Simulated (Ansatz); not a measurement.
## A convergence test on YVO4 (I4_1/amd): k mesh of the hybrid

Wanted: the cheapest k mesh of the hybrid that holds the HSE06 gap of YVO4 (I4_1/amd).

Main program and level: Ansatz 0.2.0; DFT, HSE06, plane waves, PAW.

**1. Starting point**

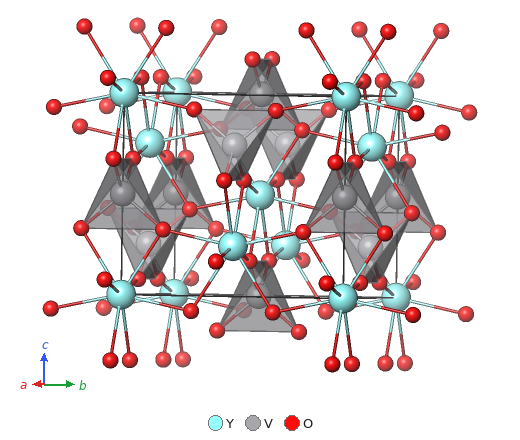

The cell as given, slightly off an axis (yttrium teal, vanadium grey, oxygen red). This picture shows the conventional cell, with its axes. Some periodic images of atoms are drawn too.

The cell and positions come from the Crystallography Open Database and are kept as given unless a step says otherwise. The default PAW set here is soft_2. Its files were made with PBE.

**2. k mesh of the hybrid: 2×2×2**

input.yaml reads:

```yaml
crystal:
  lattice:
    - [-3.55915, 3.55915, 3.14465]
    - [3.55915, -3.55915, 3.14465]
    - [3.55915, 3.55915, -3.14465]
  atoms:
    - { symbol: "Y", position: [0.75, 0.25, 0.5] }
    - { symbol: "Y", position: [0.0, 0.0, 0.0] }
    - { symbol: V, position: [0.5, 0.5, 0.0] }
    - { symbol: V, position: [0.25, 0.75, 0.5] }
    - { symbol: O, position: [0.51, 0.3258, 0.1842] }
    - { symbol: O, position: [0.0758, 0.3916, 0.3158] }
    - { symbol: O, position: [0.1416, 0.3258, 0.8158] }
    - { symbol: O, position: [0.0758, 0.76, 0.6842] }
    - { symbol: O, position: [0.24, 0.9242, 0.3158] }
    - { symbol: O, position: [0.6742, 0.49, 0.8158] }
    - { symbol: O, position: [0.6084, 0.9242, 0.6842] }
    - { symbol: O, position: [0.6742, 0.8584, 0.1842] }
kpoints:
  mp_grid: { grid: [2, 2, 2] }
  band_path:
    path:
      - [0.0, 0.0, 0.0]
      - [0.0, 0.0, 0.5]
      - [-0.5, 0.5, 0.5]
      - [0.44516056, 0.44516056, -0.44516056]
      - [-0.44516056, 0.55483944, 0.44516056]
      - [0.25, 0.25, 0.25]
      - [0.0, 0.5, 0.0]
      - [0.044516056, 0.044516056, -0.044516056]
    npoints: 1
hamiltonian:
  xc: hse06
scf:
  occupations: { method: fixed }
  n_extra_bands: 8
output:
  eigenvalues: true
```

Launch:

```bash
$ ansatz run input.yaml --threads 3 --pin off --max-ram 92160MiB --backend cuda --events-out ev --progress --plain --runs-dir out --devices 1 --max-vram 13GiB
```

Numbers of over 12 decimals in the logs are rounded to 6 here.

The program printed:

```text
scf.n_extra_bands = 8 over 48 filled bands (N_el = 96.0): the run solves 56 bands
exact exchange: scf.exx.singularity resolves to wigner_seitz, which cuts the screened interaction at the faces of the exchange supercell's Wigner-Seitz cell, so that each pair interacts once, at the shortest of its separations (the periodic images that this leaves out come, for a point-like exchange hole, to about 0.001 eV on a filled level). The cut falls within the interaction's reach, and what an exchange supercel [...]
GPUs: using 1 of 1 available (devices: 1).
Engine: ansatz 0.2.0, x86_64-unknown-linux-gnu
Pseudopotentials: kind: paw
Pseudopotential: Y, paw, valence charge 11, recommended cutoff 420 eV (normal), Y.paw.azcp
Pseudopotential: V, paw, valence charge 13, recommended cutoff 420 eV (normal), V.paw.azcp
Pseudopotential: O, paw, valence charge 6, recommended cutoff 420 eV (normal), O.paw.azcp
Functional definition: HSE06
  parameter a = 0.25
  parameter omega = 0.11/bohr
  exchange = pbe_x - a*pbe_x_sr(omega) + a*exact_x_sr(omega)
  correlation = pbe_c
davidson cushion auto → on  (no smearing: the cushion is to keep the highest requested band from converging to the state above it; pin scf.eigensolver.cushion to override)
concurrent solve slots: 2 of 3 are kept, ahead of what memory takes: no pass of the eigensolver takes more rounds on 2
device memory: the entry about to start is reckoned to put 2.0 GiB on a device that reports 58.4 GiB free (of which the cap on the GPU budget leaves the run 13.0 GiB)
GPU FFT provider: cuFFT
GPU libraries: cuBLAS 13.8.2, cuFFT 12.4.0, cuSOLVER 12.3.4
Crystal: 12 atoms, lattice volume = 159.340 Å³
Basis set: ecut = 420 eV, 3111 PW (Γ)
Bands: 56, of which v1, the nominal top of the filled ones, is band 48 counted from 1 (47 counted from 0)
Symmetry: 16 space group operations
Space group: I41/amd (ITA 141), of the structure as read, at distance tolerance 5.4e-5 Å
k-points: 4 of 8
Non-local potential: Y, projectors of the file, l = 0: 3, l = 1: 2, l = 2: 2, l = 3: 1
Non-local potential: V, projectors of the file, l = 0: 3, l = 1: 2, l = 2: 3, l = 3: 1
Non-local potential: O, projectors of the file, l = 0: 2, l = 1: 2, l = 2: 1
PAW form: soft (Blöchl's): semilocal exchange-correlation on the pseudo side does not see the compensation charge
PAW frozen core: Y, regenerated for the run's functional, and the local potential with it (the file was generated under x = pbe(κ = 0.804, μ = 0.219515), c = pbe(β = 0.066725))
PAW frozen core: V, regenerated for the run's functional, and the local potential with it (the file was generated under x = pbe(κ = 0.804, μ = 0.219515), c = pbe(β = 0.066725))
PAW frozen core: O, regenerated for the run's functional, and the local potential with it (the file was generated under x = pbe(κ = 0.804, μ = 0.219515), c = pbe(β = 0.066725))
PAW one-centre angular grid: Y, 590 points (default); XC on 64 Gauss nodes
PAW one-centre angular grid: V, 590 points (default); XC on 64 Gauss nodes
PAW one-centre angular grid: O, 110 points (default); XC on 96 Gauss nodes
Initial density: superposition of atomic densities (neutral atoms: chi_scale 0, normalization atom), corrected by the library's trained network
Initial wavefunctions: pseudopotential atomic-orbital guess
GPU buffer pool allocated for 64000 grid points (all kernels)
GPU transforms: local potential and band sums: pruned to the plane-wave sphere, on 40×40×40
Functional: x = pbe(κ = 0.804, μ = 0.219515), c = pbe(β = 0.066725), warm-up for x = pbe(κ = 0.804, μ = 0.219515) + 0.25 (exact − pbe) at short range (hse, ω = 0.207870 Å⁻¹), c = pbe(β = 0.066725); HSE06 as pw.x's `hse` composes it (authors' and Libxc's form: `xc: wpbeh`)
SCF iter   1: F=—  HF=-18078.434825 eV  |F-HF|=—  |Δ(HF+E_count)|=         —  Δρ=2.68e-3  dr2=1.09e-2  ethr=1.77e-3  ⟨swp⟩=5.5  Hψ=994  notcnv=0
preconditioner: auto → none  [insulator: Δε(μ)=2.987 eV  Ē_g=12.210 eV  n_scr=46 (ndim 8)  ℏωp=25.6 eV  f_vac=0.072]
[...]
SCF iter   5: F=—  HF=-18079.193134 eV  |F-HF|=—  |Δ(HF+E_count)|=   2.61e-3  Δρ=2.06e-3  dr2=6.97e-3  ethr=4.42e-6  ⟨swp⟩=3.8  Hψ=659  notcnv=0
SCF iter   6: F=—  HF=-18079.191935 eV  |F-HF|=—  |Δ(HF+E_count)|=   1.20e-3  Δρ=4.50e-4  dr2=2.52e-4  ethr=4.42e-6  ⟨swp⟩=3.5  Hψ=532  notcnv=0
SCF iter   7: F=-18079.191884 eV  HF=-18079.191905 eV  |F-HF|=2.05e-5  |Δ(HF+E_count)|=   3.00e-5  Δρ=1.05e-4  dr2=5.46e-5  ethr=2.29e-7  ⟨swp⟩=4.5  Hψ=635  notcnv=0
SCF 2 stopped early in 7 iterations: F = -18079.191884 eV  dr2 = 5.46e-5
hybrid outer 1: dexx = +7.372e-2 eV, tail = 2.96e-4 eV
GPU FFT provider: cuFFT
GPU libraries: cuBLAS 13.8.2, cuFFT 12.4.0, cuSOLVER 12.3.4
GPU buffer pool allocated for 64000 grid points (all kernels)
GPU transforms: local potential and band sums: pruned to the plane-wave sphere, on 40×40×40
Exchange kernel: α = 0.2500, screened, ω = 0.2079 Å⁻¹, Wigner–Seitz truncation, v(0) = 954.3455 eV·Å³, q-mesh 2×2×2, nearest image of the exchange supercell L = 11.87 Å, pair-density grid 32×32×32, without the augmentation charges, whose exchange is taken in its separable form by FFT convolution over the k-point mesh (sized by the pseudopotential files, 32×36×36 at the most), smooth part of the exact exchange by density-matrix convolution in up to 940.2 MiB of GPU memory as planned if the GPU has room (build and FFT work areas not counted)
Frozen-core exchange: fock
SCF iter   1: F=—  HF=-18079.191303 eV  |F-HF|=—  |Δ(HF+E_count)|=         —  Δρ=2.36e-4  dr2=6.35e-5  ethr=1.54e-6  ⟨swp⟩=3.0  Hψ=536  notcnv=0
preconditioner: auto → none  [insulator: Δε(μ)=4.470 eV  Ē_g=14.357 eV  n_scr=46 (ndim 8)  ℏωp=25.6 eV  f_vac=0.079]
SCF iter   2: F=—  HF=-18079.191293 eV  |F-HF|=—  |Δ(HF+E_count)|=   1.05e-5  Δρ=1.48e-4  dr2=4.69e-5  ethr=6.40e-8  ⟨swp⟩=4.0  Hψ=669  notcnv=0
iter 3 solved again at ethr=2.53e-9 eV; its pass at ethr=4.67e-8 eV (dr2=2.43e-6 eV) is discarded
SCF iter   3: F=—  HF=-18079.191285 eV  |F-HF|=—  |Δ(HF+E_count)|=   8.19e-6  Δρ=4.33e-5  dr2=3.65e-6  ethr=2.53e-9  ⟨swp⟩=3.2  Hψ=1065  notcnv=0
SCF iter   4: F=—  HF=-18079.191295 eV  |F-HF|=—  |Δ(HF+E_count)|=   1.03e-5  Δρ=5.29e-5  dr2=4.54e-6  ethr=2.53e-9  ⟨swp⟩=4.5  Hψ=697  notcnv=0
SCF iter   5: F=—  HF=-18079.191294 eV  |F-HF|=—  |Δ(HF+E_count)|=   8.83e-7  Δρ=8.58e-6  dr2=2.32e-7  ethr=2.53e-9  ⟨swp⟩=3.0  Hψ=563  notcnv=0
SCF iter   6: F=—  HF=-18079.191295 eV  |F-HF|=—  |Δ(HF+E_count)|=   6.84e-7  Δρ=2.03e-5  dr2=7.95e-7  ethr=1.27e-10  ⟨swp⟩=4.8  Hψ=652  notcnv=0
SCF iter   7: F=-18079.191295 eV  HF=-18079.191295 eV  |F-HF|=1.08e-8  |Δ(HF+E_count)|=   1.32e-7  Δρ=2.37e-6  dr2=1.46e-8  ethr=1.27e-10  ⟨swp⟩=4.0  Hψ=634  notcnv=0
SCF 3 converged in 7 iterations: F = -18079.191295 eV  dr2 = 1.46e-8
hybrid outer 2: dexx = +1.233e-5 eV, tail = 1.37e-7 eV, Δε = 4.14e-3 eV (about 9.59e-5 eV left of the loop's levels)
device memory: the entry about to start is reckoned to put 1.1 GiB on a device that reports 47.3 GiB free (of which the cap on the GPU budget leaves the run 13.0 GiB)
NSCF: frozen V_eff on 8 k-points
hybrid SCF converged: 2 outer / 14 inner (+3 warm-up), last move |dexx| = 1.23e-5 eV, tail = 1.37e-7 eV
Stability not checked: this state was not tested for a lower state beside it, because the functional holds exact exchange (a hybrid, or Hartree-Fock), whose exchange loop this test does not read (fock_operator; see scf.lower_state_search)
Free energy (F): -18079.191294 eV
Frozen-core exchange: fock
Harris-Foulkes:  -18079.191294 eV  (|F-HF|=1.08e-8)
Internal energy: -18079.191294 eV  (E = F + TS)
E sigma→0 (E₀):  -18079.191294 eV
Fermi energy:    5.219213 eV
--- Per-component energies (eV) ---
  E_band       = -1063.734943
  E_kinetic    = 2692.805438
  E_local      = -7269.227214  (includes V_loc(G=0)·N_el)
  E_nonlocal   = 364.113333
  E_hartree    = 2803.052506
  E_xc         = -962.270289
  E_vxc        = -1181.002464  (∫ρ·V_xc dr)
  E_exx        = -301.931197  (= α·E_x^exact, valence–valence)
  E_paw        = -9070.827481  (= ΣΔE_a)
  E_vpaw       = -672.682472  (= ΣTr[D̂ρ^β])
  E_aug_tail   = 0.020099  (compensation charges beyond the density's cutoff)
  E_ewald      = -6333.590677
  E_core_change = -1.335812  (= ΣΔE_core)
  E_smearing   = -0.000000  (= −TS)
  E_closure    = -0.000000  (closes the sum)
  Σ components = -18079.191294   (vs F -18079.191294, Δ=0.00e0)
--- Band table (eV) ---
  k-point 0: bands = [... 44 lower, 4.7872, 4.8118, 4.8118, 5.2192, 9.6918, 10.5159, 10.7268, 10.7291, ... 4 higher]
  k-point 1: bands = [... 44 lower, 4.3970, 4.3970, 4.8317, 4.8317, 10.4613, 10.4613, 10.6152, 10.6152, ... 4 higher]
  k-point 2: bands = [... 44 lower, 4.3327, 4.4269, 5.0545, 5.0729, 10.4919, 10.6229, 10.6256, 10.6479, ... 4 higher]
  k-point 3: bands = [... 44 lower, 4.3680, 4.3680, 4.6265, 4.6265, 10.5411, 10.5411, 10.7911, 10.7911, ... 4 higher]
```

The job ended after 12 s (1 × NVIDIA H100 80GB HBM3 (shared by 6 runs) with 3 threads of AMD EPYC 7R13 (Zen 3), shared host; peak memory 1.2 GiB; 20 s of CPU time).

This step gave:

```yaml
gap: 4.472 eV
valence_top_at: k = (0.045, 0.045, -0.045)
conduction_bottom_at: Γ
least_direct_gap: 4.473 eV
exact_exchange_fraction: 0.25
```

The gap is indirect, with the least direct gap 0.001 eV higher.

**3. k mesh of the hybrid: 4×4×4**

input.yaml: that of step 2 with these lines changed.

```diff
@@ -19,3 +19,3 @@
 kpoints:
-  mp_grid: { grid: [2, 2, 2] }
+  mp_grid: { grid: [4, 4, 4] }
   band_path:
```

The program printed:

```text
[...]
GPUs: using 1 of 1 available (devices: 1).
[...]
GPU FFT provider: cuFFT
GPU libraries: cuBLAS 13.8.2, cuFFT 12.4.0, cuSOLVER 12.3.4
Crystal: 12 atoms, lattice volume = 159.340 Å³
Basis set: ecut = 420 eV, 3111 PW (Γ)
Bands: 56, of which v1, the nominal top of the filled ones, is band 48 counted from 1 (47 counted from 0)
Symmetry: 16 space group operations
[...]
k-points: 13 of 64
[...]
Fermi energy:    5.219797 eV
[...]
--- Band table (eV; the first three rows and the last of 13) ---
  k-point 0: bands = [... 44 lower, 4.7874, 4.8122, 4.8122, 5.2198, 9.6898, 10.5154, 10.7260, 10.7284, ... 4 higher]
  k-point 1: bands = [... 44 lower, 4.6198, 4.6765, 4.8144, 5.0800, 9.9571, 10.5135, 10.6187, 10.8052, ... 4 higher]
  k-point 2: bands = [... 44 lower, 4.3964, 4.3964, 4.8314, 4.8314, 10.4604, 10.4604, 10.6151, 10.6151, ... 4 higher]
  k-point 12: bands = [... 44 lower, 4.3666, 4.3666, 4.6259, 4.6259, 10.5402, 10.5402, 10.7919, 10.7919, ... 4 higher]
[key lines of the parts left out:]
Free energy (F): -18079.197147 eV
```

Run time: 53 s. Hardware: 1 × NVIDIA H100 80GB HBM3 (shared by 6 runs) with 3 threads; peak memory 1.7 GiB.

Numbers from this step:

```yaml
gap: 4.470 eV
valence_top_at: k = (0.045, 0.045, -0.045)
conduction_bottom_at: Γ
least_direct_gap: 4.470 eV
```

The gap is 4.470 eV, −0.002 eV from the run before at this level.

**4. The series**

Differences are against the last row; a negative gap means that bands overlap, and a run with a band path holds that path's time. Times are wall times on 1 × NVIDIA H100 80GB HBM3 (shared by 6 runs) with 3 threads of AMD EPYC 7R13 (Zen 3), shared host, good to a factor of about two.

```
k mesh of the hybrid  gap (eV)  direct gap (eV)  gap error (eV)  energy error (meV/atom)  irreducible k  time
               2×2×2     4.472            4.473          +0.002                     +0.5              4  12 s
               4×4×4     4.470            4.470          +0.000                     +0.0             13  53 s
```

**5. Summary of results**

| Property | Result |
| --- | --- |
| 2×2×2 | 4.472 eV |
| 4×4×4 | 4.470 eV |

The gap holds to 0.02 eV from 2×2×2 on, the cheapest setting tried. At 2×2×2 the gap is off by +0.002 eV and the energy by +0 meV/atom. The gap is read over the mesh and added points near the edges, so meshes differ mainly through the density and, for a hybrid, the exchange operator. The runs have no spin polarisation. For a closed low-spin shell that is the natural state; where a d or f shell is open it is a constraint, and the gap is then not the crystal's own.

[Paths, hosts, dates, memory and timing lines, banners, echoed tables and standing remarks are left out of the program output.]

[Logs are printed without paths, hosts, clocks, repeated set-up lines and the standing remarks that a program may print on its own settings, such as how far it seeks lower states.]

[Runs of the session that timed out or met a known fault of the program may be left out.]

[Cells called generated may have been cut or substituted from an entry of the Crystallography Open Database or the Materials Project.]

[Hosts, paths, dates, database ids (printed as entryN), source tags and the programs' standing remarks are cut or masked in the printed files.]
